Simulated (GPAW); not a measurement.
# Collinear magnetic orders of MnGe11 (Ge24x311 Mn2 nn) with GPAW, part 2 of 2

A self-consistent run ends on one state, which hangs on the start. Several orders of MnGe11 (Ge24x311 Mn2 nn) are started in GPAW and their energies compared.

GPAW 26.7.0; PBE; plane waves with GPAW's PAW setups, scalar-relativistic.

So far. Step 2 (Order 1, typed as ferro ++): After 40 cycles the largest moment stands at 3.04 μB.

### Step 3. Run 2 (antiferro +-)

Reversing part of the moments tests the sign of the couplings between them.

order2.py reads:

```python
import json
import numpy as np
from ase import Atoms
from ase.parallel import paropen, parprint
from gpaw import GPAW

atoms = Atoms(['Mn', 'Mn', 'Ge', 'Ge', 'Ge', 'Ge', 'Ge', 'Ge', 'Ge', 'Ge', 'Ge', 'Ge', 'Ge', 'Ge', 'Ge', 'Ge', 'Ge', 'Ge', 'Ge', 'Ge', 'Ge', 'Ge', 'Ge', 'Ge'],
    cell=[[16.974, 0.0, 0.0],
         [0.0, 5.658, 0.0],
         [0.0, 0.0, 5.658]],
    scaled_positions=[[0.0, 0.0, 0.0],
         [0.083333, 0.25, 0.25],
         [0.0, 0.5, 0.5],
         [0.083333, 0.75, 0.75],
         [0.166667, 0.0, 0.5],
         [0.25, 0.25, 0.75],
         [0.166667, 0.5, 0.0],
         [0.25, 0.75, 0.25],
         [0.333333, 0.0, 0.0],
         [0.416667, 0.25, 0.25],
         [0.333333, 0.5, 0.5],
         [0.416667, 0.75, 0.75],
         [0.5, 0.0, 0.5],
         [0.583333, 0.25, 0.75],
         [0.5, 0.5, 0.0],
         [0.583333, 0.75, 0.25],
         [0.666667, 0.0, 0.0],
         [0.75, 0.25, 0.25],
         [0.666667, 0.5, 0.5],
         [0.75, 0.75, 0.75],
         [0.833333, 0.0, 0.5],
         [0.916667, 0.25, 0.75],
         [0.833333, 0.5, 0.0],
         [0.916667, 0.75, 0.25]],
    pbc=True,
    magmoms=[4.5, -4.5, 0.0, 0.0, 0.0, 0.0, 0.0, 0.0, 0.0, 0.0, 0.0, 0.0, 0.0, 0.0, 0.0, 0.0, 0.0, 0.0, 0.0, 0.0, 0.0, 0.0, 0.0, 0.0])
atoms.calc = GPAW(mode={'name': 'pw', 'ecut': 450},
    xc='PBE',
    kpts={'size': (2, 5, 5), 'gamma': True},
    occupations={'name': 'fermi-dirac', 'width': 0.05},
    convergence={'density': 1e-05, 'energy': 1e-05},
    maxiter=200,
    mixer={'name': 'pulay', 'beta': 0.05, 'nmaxold': 6, 'weight': 50},
    symmetry={'tolerance': 1e-4},
    txt='order2.txt')
e = atoms.get_potential_energy(force_consistent=True)
res = {'free_energy': e, 'energy_sigma0': atoms.get_potential_energy(), 'fermi_energy': atoms.calc.get_fermi_level()}
res['moments'] = atoms.get_magnetic_moments().tolist()
res['total'] = atoms.get_magnetic_moment()
parprint('site moments (muB):', np.round(res['moments'], 3))
parprint(f"total moment: {res['total']:.3f} muB")
parprint(f'free energy: {e:.6f} eV')
atoms.calc.write('order2.gpw')
with paropen('results.json', 'w') as f:
    json.dump(res, f)
```

Run with:

```sh
> OMP_NUM_THREADS=1 mpirun -n 4 gpaw python order2.py > order2.log
```

Numbers of over 12 decimals in the logs are rounded to 6 here.

Log:

```text
site moments (muB): [ 3.238e+00 -3.238e+00  2.800e-02 -2.800e-02  4.400e-02 -1.000e-03
  4.400e-02 -1.000e-03  6.000e-03 -1.000e-03  2.000e-03  1.000e-03
  1.000e-03 -1.000e-03  1.000e-03 -1.000e-03  1.000e-03 -6.000e-03
 -1.000e-03 -2.000e-03  1.000e-03 -4.400e-02  1.000e-03 -4.400e-02]
total moment: -0.000 muB
free energy: -114.993060 eV

--- order2.txt ---
Input parameters:
  mode=PW(ecut=450),
  convergence={'density': 1e-05, 'energy': 1e-05},
  kpts=MonkhorstPack(size=(2, 5, 5), gamma=True),
  maxiter=200,
  mixer=Pulay(name='pulay', nmaxold=6, beta=0.05, weight=50, sigma=0.015, g_ss=None),
  occupations=Occupations(name='fermi-dirac', width=0.05),
  symmetry=Symmetry(tolerance=0.0001),
  xc=XC(name='PBE')

Diagonalizing LCAO Hamiltonian
Converting LCAO to pw mode
    .-----------------------------------------.
   /|                                         |
  / |  Ge            Ge            Ge         |
 *  |                                         |
 |  |       Ge            Ge            Ge    |
 | Ge           Ge             Ge             |
 |  |   Ge    Ge      Ge    Ge      Ge    Ge  |
 |  .-----------------------------------------.
 | / Mn   Ge       Ge  Ge        Ge  Ge      /
 |/                                         /
 Mn------------Ge------------Ge------------*

Atoms  # Å, Bohr magnetons
|    | symbol |         x |        y |        z |    initial magnetic moments |
|----|--------|-----------|----------|----------|-----------------------------|
|  0 |     Mn |  0.000000 | 0.000000 | 0.000000 | ( 0.0000,  0.0000,  4.5000) |
|  1 |     Mn |  1.414494 | 1.414500 | 1.414500 | ( 0.0000,  0.0000, -4.5000) |
|  2 |     Ge |  0.000000 | 2.829000 | 2.829000 | ( 0.0000,  0.0000,  0.0000) |
|  3 |     Ge |  1.414494 | 4.243500 | 4.243500 | ( 0.0000,  0.0000,  0.0000) |
|  4 |     Ge |  2.829006 | 0.000000 | 2.829000 | ( 0.0000,  0.0000,  0.0000) |
|  5 |     Ge |  4.243500 | 1.414500 | 4.243500 | ( 0.0000,  0.0000,  0.0000) |
|  6 |     Ge |  2.829006 | 2.829000 | 0.000000 | ( 0.0000,  0.0000,  0.0000) |
|  7 |     Ge |  4.243500 | 4.243500 | 1.414500 | ( 0.0000,  0.0000,  0.0000) |
|  8 |     Ge |  5.657994 | 0.000000 | 0.000000 | ( 0.0000,  0.0000,  0.0000) |
|  9 |     Ge |  7.072506 | 1.414500 | 1.414500 | ( 0.0000,  0.0000,  0.0000) |
| 10 |     Ge |  5.657994 | 2.829000 | 2.829000 | ( 0.0000,  0.0000,  0.0000) |
| 11 |     Ge |  7.072506 | 4.243500 | 4.243500 | ( 0.0000,  0.0000,  0.0000) |
| 12 |     Ge |  8.487000 | 0.000000 | 2.829000 | ( 0.0000,  0.0000,  0.0000) |
| 13 |     Ge |  9.901494 | 1.414500 | 4.243500 | ( 0.0000,  0.0000,  0.0000) |
| 14 |     Ge |  8.487000 | 2.829000 | 0.000000 | ( 0.0000,  0.0000,  0.0000) |
| 15 |     Ge |  9.901494 | 4.243500 | 1.414500 | ( 0.0000,  0.0000,  0.0000) |
| 16 |     Ge | 11.316006 | 0.000000 | 0.000000 | ( 0.0000,  0.0000,  0.0000) |
| 17 |     Ge | 12.730500 | 1.414500 | 1.414500 | ( 0.0000,  0.0000,  0.0000) |
| 18 |     Ge | 11.316006 | 2.829000 | 2.829000 | ( 0.0000,  0.0000,  0.0000) |
| 19 |     Ge | 12.730500 | 4.243500 | 4.243500 | ( 0.0000,  0.0000,  0.0000) |
| 20 |     Ge | 14.144994 | 0.000000 | 2.829000 | ( 0.0000,  0.0000,  0.0000) |
| 21 |     Ge | 15.559506 | 1.414500 | 4.243500 | ( 0.0000,  0.0000,  0.0000) |
| 22 |     Ge | 14.144994 | 2.829000 | 0.000000 | ( 0.0000,  0.0000,  0.0000) |
| 23 |     Ge | 15.559506 | 4.243500 | 1.414500 | ( 0.0000,  0.0000,  0.0000) |

Unit cell  # Å
| periodic |         x |        y |        z |   lengths |    angles |
|----------|-----------|----------|----------|-----------|-----------|
|      yes | 16.974000 | 0.000000 | 0.000000 | 16.974000 | 90.000000 |
|      yes |  0.000000 | 5.658000 | 0.000000 |  5.658000 | 90.000000 |
|      yes |  0.000000 | 0.000000 | 5.658000 |  5.658000 | 90.000000 |

Number of symmetries: 2

BZ-sampling:
  Number of BZ points: 50
  Number of IBZ points: 18

  Monkhorst-Pack size: [2, 5, 5]
  Monkhorst-Pack shift: [0.25, 0.0, 0.0]

Plane wave coefficients: 11808
Cutoff: 450.000000 eV

Spin-components: 2 (collinear spins)
Bands:           75
Projectors:      122
Spin-degeneracy: 1
Datatype:        complex128

Parallelization:
  kpt:    4
  domain: 1
  band:   1

Density:
  Valence electrons: 118.0
  Components: 2
  Grid points: [84 28 28]
  Charge: 0.0  # |e|

Potential:
  Grid points: [84 28 28]

[... setups left out ...]
Reference energy: -1319176.208901  # eV

eigensolver:
  PPCG
  Converge bands: occupied
  niter=2

density mixing:
  Pulay-Mixer
  Linear mixing parameters: 0.05
  Old densities: 6
  Fourier metric: weight=50, sigma=0.015

occupation numbers:
  Fermi-Dirac:
    width: 0.0500  # eV

poisson solver:
  ecut: 3600.000000  # eV

xc functional:
  name: PBE with 2 nearest neighbor stencil

convergence criteria:
- Maximum integral of absolute [dens]ity change: 1e-05 electrons / valence electron
- Maximum [total energy] change in last 3 cyles: 1e-05 eV / valence electron
- Maximum integral of absolute [eigenst]ate change: 4e-08 eV^2 / valence electron
maximum number of iterations: 200

SCF iterations
|iter     |      energy | eigst |  dens |  magmom |
|---------|-------------|-------|-------|---------|
|iter:   1|       0s | -115.568124 | +0.07 |       |  -0.0000|
|iter:   2|      19s | -114.962475 | -1.29 | -0.90 |  -0.0000|
|iter:   3|      37s | -114.908139 | -2.44 | -0.96 |  -0.0000|
|iter:   4|      58s | -114.865748 | -2.03 | -0.99 |  -0.0000|
|iter:   5|      78s | -115.141854 | -1.49 | -1.12 |  -0.0000|
|iter:   6|      97s | -114.943787 | -2.23 | -1.54 |  -0.0000|
|iter:   7|     116s | -115.003905 | -2.30 | -1.79 |  -0.0000|
|iter:   8|     136s | -114.990972 | -2.12 | -1.82 |  -0.0000|
|iter:   9|     155s | -114.955595 | -2.63 | -1.93 |  -0.0000|
|iter:  10|     173s | -114.958306 | -3.46 | -2.18 |  -0.0000|
[... 13 iterations left out ...]
|iter:  24|     431s | -114.962669c| -7.63c| -3.97 |  -0.0000|
|iter:  25|     450s | -114.962667c| -7.23 | -4.03 |  -0.0000|
|iter:  26|     459s | -114.962667c| -8.18c| -4.22 |  -0.0000|
|iter:  27|     478s | -114.962665c| -7.33 | -4.23 |  -0.0000|
|iter:  28|     488s | -114.962665c| -8.44c| -4.49 |  -0.0000|
|iter:  29|     497s | -114.962664c| -8.14c| -4.49 |  -0.0000|
|iter:  30|     506s | -114.962662c| -7.65c| -4.61 |  -0.0000|
|iter:  31|     516s | -114.962662c| -7.84c| -4.93 |  -0.0000|
|iter:  32|     525s | -114.962661c| -8.37c| -4.98 |  -0.0000|
|iter:  33|     535s | -114.962660c| -8.33c| -5.07c|  -0.0000|

Converged in 33 steps
Energy contributions relative to reference atoms: (reference = -1319176.208901)

Energy contributions:
  Kinetic:         295.905910
  Coulomb:        -263.807833
  Zero:              0.441028
  External:          0.000000
  Xc:             -147.471365
  Entropy:          -0.060801
  Spinorbit:         0.000000
  ----------------------------
  Free energy:    -114.993060
  Extrapolated:   -114.962660

dipole moment: (-93.456059, -104.902601, -104.902601)  # |e|*Ang

Total magnetic moment: (0.000000, 0.000000, -0.000018)

Local magnetic moments
|        x |        y |         z |
|----------|----------|-----------|
| 0.000000 | 0.000000 |  3.238183 |  # Mn   0
| 0.000000 | 0.000000 | -3.238197 |  # Mn   1
| 0.000000 | 0.000000 |  0.028304 |  # Ge   2
| 0.000000 | 0.000000 | -0.028304 |  # Ge   3
| 0.000000 | 0.000000 |  0.044306 |  # Ge   4
| 0.000000 | 0.000000 | -0.000634 |  # Ge   5
| 0.000000 | 0.000000 |  0.044306 |  # Ge   6
| 0.000000 | 0.000000 | -0.000634 |  # Ge   7
| 0.000000 | 0.000000 |  0.006435 |  # Ge   8
| 0.000000 | 0.000000 | -0.000573 |  # Ge   9
| 0.000000 | 0.000000 |  0.002239 |  # Ge  10
| 0.000000 | 0.000000 |  0.001336 |  # Ge  11
[...]
| 0.000000 | 0.000000 |  0.000573 |  # Ge  16
| 0.000000 | 0.000000 | -0.006435 |  # Ge  17
| 0.000000 | 0.000000 | -0.001336 |  # Ge  18
| 0.000000 | 0.000000 | -0.002239 |  # Ge  19
| 0.000000 | 0.000000 |  0.000634 |  # Ge  20
| 0.000000 | 0.000000 | -0.044306 |  # Ge  21
| 0.000000 | 0.000000 |  0.000634 |  # Ge  22
| 0.000000 | 0.000000 | -0.044306 |  # Ge  23

Fermi level: 5.422
Eigenvalues  # (at kpt = [0.000, 0.000, 0.000])
| band index |      eig [eV] | occ [0-1] |      eig [eV] | occ [0-1] |
|------------|---------------|-----------|---------------|-----------|
|          0 |       -75.502 |     1.000 |       -75.502 |     1.000 |
|        ... |               |           |               |           |
|         50 |         3.749 |     1.000 |         3.749 |     1.000 |
|         51 |         3.881 |     1.000 |         3.881 |     1.000 |
|         52 |         3.931 |     1.000 |         3.931 |     1.000 |
|         53 |         4.399 |     1.000 |         4.399 |     1.000 |
|         54 |         4.576 |     1.000 |         4.576 |     1.000 |
|         55 |         4.643 |     1.000 |         4.643 |     1.000 |
|         56 |         5.230 |     0.979 |         5.230 |     0.979 |
|         57 |         5.279 |     0.945 |         5.279 |     0.945 |
|         58 |         5.590 |     0.033 |         5.590 |     0.033 |
|         59 |         5.891 |     0.000 |         5.891 |     0.000 |
|         60 |         5.906 |     0.000 |         5.906 |     0.000 |
|         61 |         5.911 |     0.000 |         5.911 |     0.000 |
|         62 |         6.108 |     0.000 |         6.108 |     0.000 |
|         63 |         6.431 |     0.000 |         6.431 |     0.000 |
|         64 |         6.448 |     0.000 |         6.448 |     0.000 |
|         65 |         6.508 |     0.000 |         6.508 |     0.000 |
|        ... |               |           |               |           |
|         74 |         7.609 |     0.000 |         7.609 |     0.000 |

No gap
No difference between direct/indirect transitions
```

Run time: 9.4 min. Hardware: 4 MPI ranks of Arm Neoverse V1, shared host; peak memory 2 GiB; 38 min of CPU time.

Spin moment in the augmentation sphere by atom:

| atom | spin moment in the augmentation sphere (μB) |
| --- | --- |
| Mn1 | 3.24 |
| Mn2 | -3.24 |
| Ge3 | 0.03 |
| Ge4 | -0.03 |
| Ge5 | 0.04 |
| Ge6 | 0.00 |
| Ge7 | 0.04 |
| Ge8 | 0.00 |
| Ge9 | 0.01 |
| Ge10 | 0.00 |
| Ge11 | 0.00 |
| Ge12 | 0.00 |
| Ge13 | 0.00 |
| Ge14 | 0.00 |
| Ge15 | 0.00 |
| Ge16 | 0.00 |
| Ge17 | 0.00 |
| Ge18 | -0.01 |
| Ge19 | 0.00 |
| Ge20 | 0.00 |
| Ge21 | 0.00 |
| Ge22 | -0.04 |
| Ge23 | 0.00 |
| Ge24 | -0.04 |

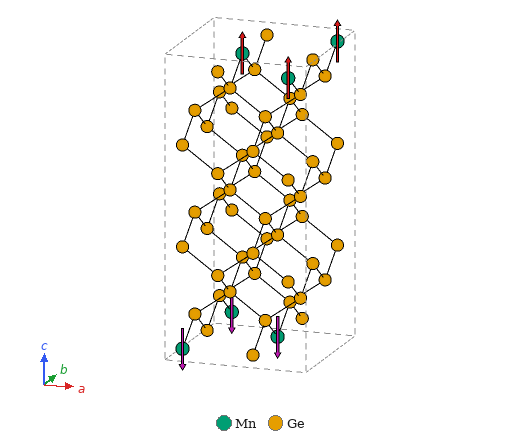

Spin moment in the augmentation sphere as arrows, the longest 3.24 μB. Up and down stand for the sign. Arrows give size and sign along the axis of quantisation, drawn up and down the page. The two directions have two colours. Some periodic images of atoms are drawn too.

Read from the output:

```
magnetization : 0 μB
final state   : antiferromagnetic
```

It lies 260 meV a seeded atom under the first start, and its largest moment is 3.24 μB against 3.04 μB.

### Step 4. Ranking

These are free energies at a smearing of 0.05 eV, so its entropy term is in the differences. They are divided by the number of seeded atoms, so that cells of unlike size compare.

Orders:

```csv
start,final state,typed order kept,energy over the lowest (meV a seeded atom),largest site moment (μB),net moment (μB a primitive cell),mesh matched,CPU time (s)
ferro ++,ferromagnetic,yes,260,3.043,6.129,yes,3121
antiferro +-,antiferromagnetic,yes,0,3.238,0,yes,2254
```

### Step 5. Summary of results

```json
{"lowest state found": "antiferromagnetic (typed antiferro +-)", "largest site moment": "3.24 μB", "next state": "ferromagnetic, 260 meV a seeded atom higher"}
```

What this shows: The lowest state found is antiferromagnetic, reached from the start antiferro +-, with moments up to 3.24 μB. The next state costs 260 meV a seeded atom. This is the lowest of 2 finished starts, no proof of the ground state.

[Logs and program files are shortened in this print: banners, set-up blocks, solver, clock and traceback lines can be left out without a mark of their own.]

[Logs are printed without paths, hosts, clocks, repeated set-up lines and the standing remarks that a program may print on its own settings, such as how far it seeks lower states.]

[Hosts, paths, dates, database ids (printed as entryN), source tags and the programs' standing remarks are cut or masked in the printed files.]

[Where a cell is said to come from a database of computed structures, the database is the Materials Project.]
